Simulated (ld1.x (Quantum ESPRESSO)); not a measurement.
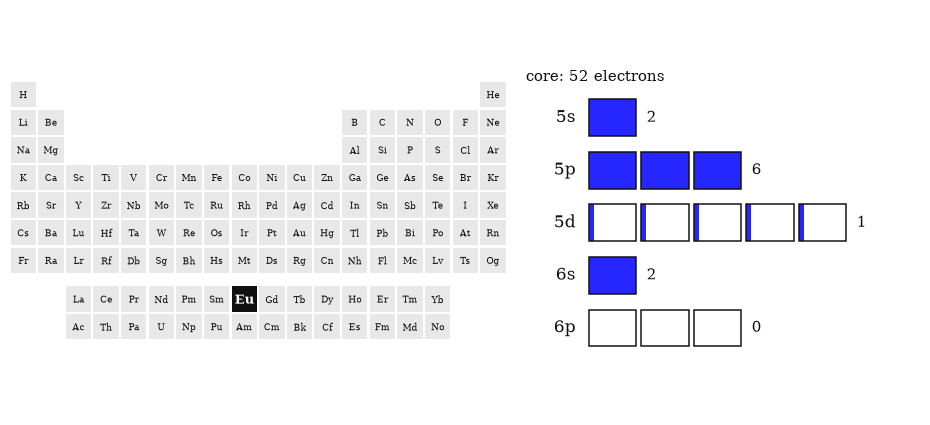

Figure 1. Left, the place of europium in the periodic table; right, the valence shells of the reference configuration: a box for each of the 2l + 1 orbitals, shaded by the share of the shell that is filled, with the electron count at the right. The shells are those of the unaltered input.

# Pseudopotential generation for Eu (part 1 of 2)

- system: europium (Eu, Z = 63), core [Kr] 4d10 4f6, reference valence 5s2 5p6 5d1 6s2 6p0, valence charge 11. (This line and the method describe the unaltered input from which the odd one was made.)
- method: PAW potential, LDA (PZ), fully relativistic, made with ld1.x (Quantum ESPRESSO) 7.5

## The input
```
 &input
   title='Eu', zed=63., rel=2, dft='PZ', iswitch=3, rmax=10.0,
   config='[Xe] 4f6 5d1 6s2 6p0', rel_dist='average',
   nld=5, rlderiv=2.95, eminld=-6.0, emaxld=5.0, deld=0.02
 /
 &inputp
   pseudotype=3, lpaw=.true., tm=.true., lloc=-1, rcloc=2.55,
   nlcc=.true., rcore=1.35,
   which_augfun='BESSEL', rmatch_augfun=1.65,
   file_pseudopw='Eu.UPF', file_wfcaegen='ae.wfc', file_wfcncgen='nc.wfc', file_beta='beta', file_chi='chi', file_wfcusgen='us.wfc'
 /
6
5S  1  0   2.00   0.00  2.35  2.70  0.0
6S  2  0   2.00   0.00  2.35  2.70  0.0
5P  2  1   6.00   0.00  2.10  2.25  0.0
6P  3  1   0.00   0.00  2.10  2.25  0.0
5D  3  2   1.00   0.00  1.60  2.20  0.0
5D  3  2   0.00   0.45  1.60  2.20  0.0
 &test
   configts(1)='5s2 5p6 5d1 6s2 6p0'
 /
```

Launched with:
```bash
ld1.x < Eu.in > Eu.out
```

## Log
```
     Program LD1 v.7.5
 classical turning point too close to mesh           4           3           3
 classical turning point too close to mesh           4           3          -4
 classical turning point too close to mesh           5           2           2
 classical turning point too close to mesh           5           2          -3
 classical turning point too close to mesh           6           0          -1
 classical turning point too close to mesh           6           1           1
 classical turning point too close to mesh           6           1          -2
 classical turning point too close to mesh           5           2           2
 classical turning point too close to mesh           5           2          -3
 classical turning point too close to mesh           6           0          -1
 classical turning point too close to mesh           6           1           1
 classical turning point too close to mesh           6           1          -2
 classical turning point too close to mesh           6           0          -1
 classical turning point too close to mesh           6           1           1
 classical turning point too close to mesh           6           1          -2
     --------------------------- All-electron run ----------------------------

     Eu
     dirac relativistic calculation

     atomic number is 63.00
     dft =PZ   lsd =0 sic =0 latt =0  beta=0.20 tr2=1.0E-14
     Exchange-correlation= PZ
                           (   1   1   0   0   0   0   0)
     mesh =1077 r(mesh) =  10.04289 a.u. xmin = -7.00 dx = 0.01250
     1 Ry =  13.60569312 eV, c = 137.03599908

     n l j   nl                  e(Ry)          e(Ha)          e(eV)
     Spin orbit split results
     1 0 0.5 1S 1( 2.00)     -3548.6559     -1774.3279    -48281.9225
     2 0 0.5 2S 1( 2.00)      -582.9513      -291.4757     -7931.4571
     2 1 0.5 2P 1( 2.00)      -553.2612      -276.6306     -7527.5019
     2 1 1.5 2P 1( 4.00)      -505.6907      -252.8454     -6880.2728
     3 0 0.5 3S 1( 2.00)      -128.6884       -64.3442     -1750.8952
     3 1 0.5 3P 1( 2.00)      -115.8434       -57.9217     -1576.1299
     3 1 1.5 3P 1( 4.00)      -106.1525       -53.0762     -1444.2778
     4 0 0.5 4S 1( 2.00)       -25.9240       -12.9620      -352.7140
     4 1 0.5 4P 1( 2.00)       -20.9606       -10.4803      -285.1840
     4 1 1.5 4P 1( 4.00)       -18.8002        -9.4001      -255.7896
     3 2 1.5 3D 1( 4.00)       -83.8491       -41.9245     -1140.8249
     3 2 2.5 3D 1( 6.00)       -81.7389       -40.8694     -1112.1143
     5 0 0.5 5S 1( 2.00)        -3.5473        -1.7736       -48.2634
     5 1 0.5 5P 1( 2.00)        -2.1760        -1.0880       -29.6056
     5 1 1.5 5P 1( 4.00)        -1.8739        -0.9369       -25.4953
     4 2 1.5 4D 1( 4.00)       -10.6110        -5.3055      -144.3706
     4 2 2.5 4D 1( 6.00)       -10.2218        -5.1109      -139.0742
     4 3 2.5 4F 1( 2.57)        -0.6562        -0.3281        -8.9275
     4 3 3.5 4F 1( 3.43)        -0.6066        -0.3033        -8.2526
     5 2 1.5 5D 1( 0.40)        -0.2167        -0.1084        -2.9485
     5 2 2.5 5D 1( 0.60)        -0.1976        -0.0988        -2.6881
     6 0 0.5 6S 1( 2.00)        -0.3089        -0.1545        -4.2029
     6 1 0.5 6P 1( 0.00)        -0.1173        -0.0586        -1.5956
     6 1 1.5 6P 1( 0.00)        -0.1003        -0.0501        -1.3642
     Averaged results
     1 0     1S 1( 2.00)     -3548.6559     -1774.3279    -48281.9225
     2 0     2S 1( 2.00)      -582.9513      -291.4757     -7931.4571
     2 1     2P 1( 6.00)      -521.5475      -260.7738     -7096.0158
     3 0     3S 1( 2.00)      -128.6884       -64.3442     -1750.8952
     3 1     3P 1( 6.00)      -109.3828       -54.6914     -1488.2285
     4 0     4S 1( 2.00)       -25.9240       -12.9620      -352.7140
     4 1     4P 1( 6.00)       -19.5203        -9.7602      -265.5877
     3 2     3D 1(10.00)       -82.5830       -41.2915     -1123.5986
     5 0     5S 1( 2.00)        -3.5473        -1.7736       -48.2634
     5 1     5P 1( 6.00)        -1.9746        -0.9873       -26.8654
     4 2     4D 1(10.00)       -10.3775        -5.1887      -141.1928
     4 3     4F 1( 6.00)        -0.6278        -0.3139        -8.5419
     5 2     5D 1( 1.00)        -0.2052        -0.1026        -2.7922
     6 0     6S 1( 2.00)        -0.3089        -0.1545        -4.2029
     6 1     6P 1( 0.00)        -0.1059        -0.0530        -1.4413

     final scf error:  4.4E-15 reached in  36 iterations

     Etot =  -21689.285767 Ry,  -10844.642884 Ha, -295097.766207 eV

     Ekin =   23581.358440 Ry,   11790.679220 Ha,  320840.726359 eV
     Encl =  -53214.796218 Ry,  -26607.398109 Ha, -724024.186949 eV
     Eh   =    8414.913756 Ry,    4207.456878 Ha,  114490.734222 eV
     Exc  =    -470.761745 Ry,    -235.380873 Ha,   -6405.039838 eV

     normalization and overlap integrals

     s(1S/1S) =  1.000000  <r> =   0.0223  <r2> =    0.0007  r(max) =   0.0142
     s(2S/2S) =  1.000000  <r> =   0.0947  <r2> =    0.0106  r(max) =   0.0806
     s(2P/2P) =  1.000000  <r> =   0.0791  <r2> =    0.0077  r(max) =   0.0612
     s(2P/2P) =  1.000000  <r> =   0.0858  <r2> =    0.0090  r(max) =   0.0668
     s(3S/3S) =  1.000000  <r> =   0.2495  <r2> =    0.0712  r(max) =   0.2304
     s(3P/3P) =  1.000000  <r> =   0.2390  <r2> =    0.0664  r(max) =   0.2164
     s(3P/3P) =  1.000000  <r> =   0.2519  <r2> =    0.0736  r(max) =   0.2275
     s(4S/4S) =  1.000000  <r> =   0.5656  <r2> =    0.3613  r(max) =   0.5256
     s(4P/4P) =  1.000000  <r> =   0.5782  <r2> =    0.3807  r(max) =   0.5323
     s(4P/4P) =  1.000000  <r> =   0.6076  <r2> =    0.4202  r(max) =   0.5595
     s(3D/3D) =  1.000000  <r> =   0.2237  <r2> =    0.0589  r(max) =   0.1817
     s(3D/3D) =  1.000000  <r> =   0.2277  <r2> =    0.0609  r(max) =   0.1863
     s(5S/5S) =  1.000000  <r> =   1.3588  <r2> =    2.0782  r(max) =   1.2145
     s(5P/5P) =  1.000000  <r> =   1.5252  <r2> =    2.6439  r(max) =   1.3256
     s(5P/5P) =  1.000000  <r> =   1.6212  <r2> =    2.9902  r(max) =   1.4111
     s(4D/4D) =  1.000000  <r> =   0.6457  <r2> =    0.4840  r(max) =   0.5666
     s(4D/4D) =  1.000000  <r> =   0.6561  <r2> =    0.4995  r(max) =   0.5737
     s(4F/4F) =  1.000000  <r> =   0.8867  <r2> =    1.0350  r(max) =   0.5809
     s(4F/4F) =  1.000000  <r> =   0.8994  <r2> =    1.0687  r(max) =   0.5882
     s(5D/5D) =  1.000000  <r> =   2.7791  <r2> =    9.4725  r(max) =   1.9776
     s(5D/5D) =  1.000000  <r> =   2.8750  <r2> =   10.1560  r(max) =   2.0276
     s(6S/6S) =  1.000000  <r> =   3.9932  <r2> =   18.0575  r(max) =   3.3850
     s(6P/6P) =  1.000000  <r> =   5.2249  <r2> =   30.6554  r(max) =   4.4011
     s(6P/6P) =  1.000000  <r> =   5.5222  <r2> =   34.0138  r(max) =   4.7439

     ------------------------ End of All-electron run ------------------------

     --------------------- Generating PAW atomic setup --------------------

      Generating local potential from pseudized AE potential:
      Matching radius rcloc =   2.5500

      Local pseudo, rcloc= 2.539 Estimated cut-off energy=     3.85 Ry

      Computing core charge for nlcc:

       r > 1.36 : true rho core
       r < 1.36 : rho core = a sin(br)/r    a=   4.48  b=   1.97

      Integrated core pseudo-charge :   4.29

     Fully relativistic calculation: |psi|^2

     Wfc 5S LC norm =  0.99973655 SC norm =  0.00026339 missing  0.00000006
     Speed at rcutus      0.288 a.u.,  v/c =  0.002104,  (v/c)^2 = -0.00000443

     Wfc 6S LC norm =  0.99996995 SC norm =  0.00002808 missing  0.00000196
     Speed at rcutus      0.460 a.u.,  v/c =  0.003358,  (v/c)^2 =  0.00001127

     Wfc 5P LC norm =  0.99979078 SC norm =  0.00020913 missing  0.00000009
     Speed at rcutus      0.301 a.u.,  v/c =  0.002194,  (v/c)^2 = -0.00000481

     Wfc 5P LC norm =  0.99981371 SC norm =  0.00018586 missing  0.00000043
     Speed at rcutus      0.153 a.u.,  v/c =  0.001119,  (v/c)^2 = -0.00000125

     Wfc 6P LC norm =  0.99998392 SC norm =  0.00001548 missing  0.00000060
     Speed at rcutus      0.183 a.u.,  v/c =  0.001336,  (v/c)^2 =  0.00000178

     Wfc 6P LC norm =  0.99998593 SC norm =  0.00001187 missing  0.00000220
     Speed at rcutus      0.112 a.u.,  v/c =  0.000820,  (v/c)^2 =  0.00000067

     Wfc 5D LC norm =  0.99993306 SC norm =  0.00006687 missing  0.00000007
     Speed at rcutus      0.810 a.u.,  v/c =  0.005908,  (v/c)^2 =  0.00003490

     Wfc 5D LC norm =  0.99993735 SC norm =  0.00005822 missing  0.00000443
     Speed at rcutus      0.802 a.u.,  v/c =  0.005854,  (v/c)^2 =  0.00003427
      Wfc-us  5S rcutus= 2.669  Estimated cut-off energy=     8.14 Ry
      Wfc-us  6S rcutus= 2.669  Estimated cut-off energy=    16.61 Ry
      Wfc-us  5P rcutus= 2.241  Estimated cut-off energy=    16.80 Ry
      Wfc-us  5P rcutus= 2.241  Estimated cut-off energy=    16.60 Ry
      Wfc-us  6P rcutus= 2.241  Estimated cut-off energy=    30.31 Ry
      Wfc-us  6P rcutus= 2.241  Estimated cut-off energy=    28.70 Ry
      Wfc-us  5D rcutus= 2.186  Estimated cut-off energy=    23.44 Ry
      Wfc-us  5D rcutus= 2.186  Estimated cut-off energy=    23.37 Ry
      Wfc-us  5D rcutus= 2.186  Estimated cut-off energy=    25.10 Ry
      Wfc-us  5D rcutus= 2.186  Estimated cut-off energy=    24.90 Ry

     Required augmentation: BESSEL   radius:    1.650000
     Suggested rho cutoff for augmentation:  36.03 Ry

     Estimated PAW energy = -529.357627 Ryd

     The PAW screened D coefficients
    -0.09103     1.91628     0.00000     0.00000     0.00000     0.00000
     0.00000     0.00000     0.00000     0.00000
     1.91628     1.43062     0.00000     0.00000     0.00000     0.00000
     0.00000     0.00000     0.00000     0.00000
     0.00000     0.00000    -0.61104     0.00000     0.01558     0.00000
     0.00000     0.00000     0.00000     0.00000
     0.00000     0.00000     0.00000    -0.17436     0.00000     0.04105
     0.00000     0.00000     0.00000     0.00000
     0.00000     0.00000     0.01558     0.00000    -0.04793     0.00000
     0.00000     0.00000     0.00000     0.00000
     0.00000     0.00000     0.00000     0.04105     0.00000    -0.00346
     0.00000     0.00000     0.00000     0.00000
     0.00000     0.00000     0.00000     0.00000     0.00000     0.00000
    -0.14512     0.00000    -0.12984     0.00000
     0.00000     0.00000     0.00000     0.00000     0.00000     0.00000
     0.00000    -0.11443     0.00000    -0.10636
     0.00000     0.00000     0.00000     0.00000     0.00000     0.00000
    -0.12984     0.00000    -0.11382     0.00000
     0.00000     0.00000     0.00000     0.00000     0.00000     0.00000
     0.00000    -0.10636     0.00000    -0.09674

     The PAW descreened D coefficients (US)
     0.90926    -0.62694     0.00000     0.00000     0.00000     0.00000
     0.00000     0.00000     0.00000     0.00000
    -0.62694    -1.38948     0.00000     0.00000     0.00000     0.00000
     0.00000     0.00000     0.00000     0.00000
     0.00000     0.00000    -0.41794     0.00000    -0.50387     0.00000
     0.00000     0.00000     0.00000     0.00000
     0.00000     0.00000     0.00000    -0.51704     0.00000    -0.31876
     0.00000     0.00000     0.00000     0.00000
     0.00000     0.00000    -0.50387     0.00000    -0.37889     0.00000
     0.00000     0.00000     0.00000     0.00000
     0.00000     0.00000     0.00000    -0.31876     0.00000    -0.17567
     0.00000     0.00000     0.00000     0.00000
     0.00000     0.00000     0.00000     0.00000     0.00000     0.00000
    -0.17945     0.00000    -0.14044     0.00000
     0.00000     0.00000     0.00000     0.00000     0.00000     0.00000
     0.00000    -0.16562     0.00000    -0.13590
     0.00000     0.00000     0.00000     0.00000     0.00000     0.00000
    -0.14044     0.00000    -0.10592     0.00000
     0.00000     0.00000     0.00000     0.00000     0.00000     0.00000
     0.00000    -0.13590     0.00000    -0.10826

     ------------------- End of pseudopotential generation -------------------

 classical turning point too close to mesh           4           3           3
 classical turning point too close to mesh           4           3          -4
 classical turning point too close to mesh           5           2           2
 classical turning point too close to mesh           5           2          -3
 classical turning point too close to mesh           6           0          -1
 classical turning point too close to mesh           6           1           1
 classical turning point too close to mesh           6           1          -2
 classical turning point too close to mesh           5           2           2
 classical turning point too close to mesh           5           2          -3
 classical turning point too close to mesh           6           0          -1
 classical turning point too close to mesh           6           1           1
 classical turning point too close to mesh           6           1          -2
 classical turning point too close to mesh           6           0          -1
 classical turning point too close to mesh           6           1           1
 classical turning point too close to mesh           6           1          -2
```

(Continued in part 2.) Outcome of the run: generated; the input is odd on purpose.
